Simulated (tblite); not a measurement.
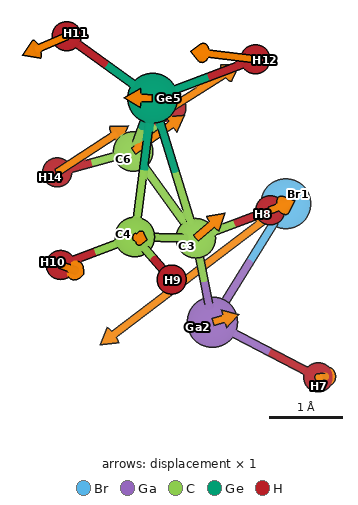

A relaxation of C3H8BrGaGe. The starting structure is drawn; orange arrows show the displacements, at their true length. The two geometries are superimposed by the best rigid fit.

Style: ball-and-stick. Shown from a free direction.

Level of theory: GFN2-xTB geometry optimisation, gas phase (tblite 0.8.0). 

### Atoms of which element are displaced furthest, and by how much?

Bromine: up to 3.27 Å, against 1.27 Å for hydrogen.

### Describe the change and its energy.

Over 165 geometry steps the energy falls by 57.1 kcal/mol. The atom that moves furthest after the best rigid fit is the Br atom (3.27 Å). Largest moves by element: Br 3.27 Å, H 1.27 Å, C 0.88 Å, Ge 0.41 Å, Ga 0.39 Å. Among the contacts that change: Br–Ga 2.586 → 2.294 Å, C–Ga 1.838 → 2.059 Å, C–Ge 1.921 → 1.996 Å, C–Ge 2.405 → 2.473 Å. Among the angles between lasting bonds that change: C–Ga–H 107.9° → 132.6°, Ga–C–C 135.9° → 112.9°, Br–Ga–H 91.3° → 112.8°. The run took 1.1 s on 1 thread of Intel(R) Xeon(R) 6975P-C, on a shared host.
